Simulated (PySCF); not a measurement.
**CHBrN, charge −1, SMILES `[Br-].C#N`: what the electrons do**

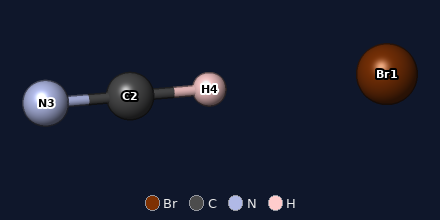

The molecule, with its atoms numbered as below. The pair's geometry is semi-empirical, so its contact may be too short or too long.

Coordinates in Å:

```
Br1     -1.1344    0.0000    0.0000
C2       2.3411    0.0000    0.0000
N3       3.4838    0.0000    0.0000
H4       1.2697   -0.0001    0.0000
```

Part 1: Bonding charge

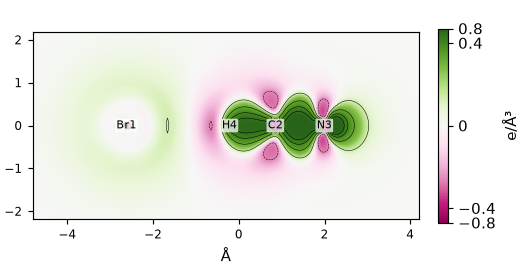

Deformation density (molecule less spherical, spin-averaged free atoms) in the molecular plane; colour scale in e/Å³, logarithmic beyond ±0.1; green: gain, pink: loss.

Level of theory: B3LYP/def2-SVPD (PySCF), at a geometry from GFN2-xTB.

> Describe the bonding that the map shows.

C2–N3: +0.93 e/Å³ at the bond critical point (bond length 1.14 Å). C2–H4: +0.73 e/Å³ at the bond critical point (bond length 1.07 Å). In all, 1.6 electrons gather in the regions of gain relative to the promolecule of neutral atoms (this includes the anion's extra charge).

> Where do the Hirshfeld charges lie?

The highest Hirshfeld charge is on H4 (+0.05 e), the lowest on Br1 (−0.82 e).

| atom | charge (e) |
| --- | --- |
| Br1 | −0.82 |
| C2 | +0.04 |
| N3 | −0.28 |
| H4 | +0.05 |

Part 2: Bond critical points

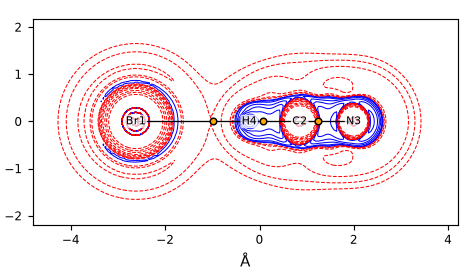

Negative Laplacian of the density (−∇²ρ) in the molecular plane (solid blue lines positive, dashed red lines negative, contours at ±0.02 to ±8 a.u.), with bond paths and bond critical points (dots).

> At which bond critical points in this plane is charge locally concentrated, and at which depleted?

Concentrated (∇²ρ < 0): C2–H4 (−1.25 a.u.). Depleted (∇²ρ > 0): C2–N3 (+0.24 a.u., H = −0.921); Br1–H4 (+0.04 a.u., H = 0.000). A positive Laplacian with clearly negative H marks a strongly polar covalent bond, whose critical point lies close to the core of the less electronegative atom.

> Where along C2–H4 does the critical point lie?

0.77 Å from C2 and 0.30 Å from H4.

Part 3: Local ionisation energy

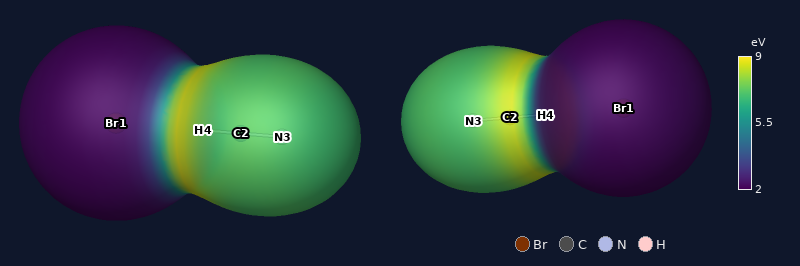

Average local ionisation energy on the surface of electron density 0.001 a.u. (back view left, front view right).

> Locate the minima of the map.

The lowest value is 2.1 eV, 2.4 Å from Br1, and at like points elsewhere. Further minima include 6.8 eV, 2.0 Å from N3; 7.1 eV, off the C2–N3 bond (2.0 to 2.1 Å from its atoms). For comparison, the highest occupied orbital lies at −1.7 eV.

Part 4: Weak contacts

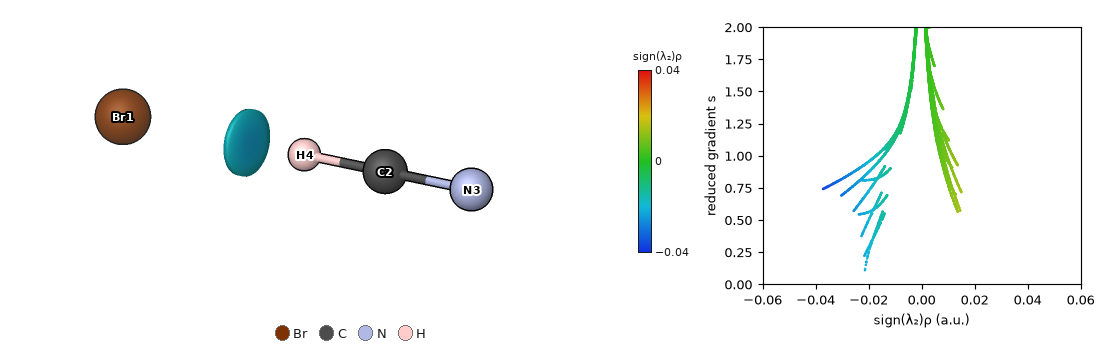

Non-covalent interaction surfaces between the fragments (reduced density gradient s = 0.4, coloured by sign(λ₂)ρ in a.u.; trimmed to the region between the fragments where ρ is under 0.06 a.u.). Fragment A: Br(−1) (atom 1); fragment B: HCN. The plot gives s against sign(λ₂)ρ for grid points between the fragments.

Computed with PySCF, B3LYP/def2-SVPD, geometry: GFN2-xTB.

> Which interactions hold the two fragments together?

Bond critical points between the fragments: Br1···H4, weak C–H hydrogen bond, 2.40 Å, ρ = 0.021 a.u. It appears blue-green. The pose is a local one from a semi-empirical search, not shown to be the most stable. With a charged fragment, long-range electrostatics, which these surfaces don't show, weighs heavily in the interaction energy.

> How strongly are they bound?

The counterpoise-corrected interaction energy of the frozen fragments is −17.1 kcal/mol without dispersion correction and −18.3 kcal/mol with D3(BJ). The pair geometry is semi-empirical, not a minimum at this level.
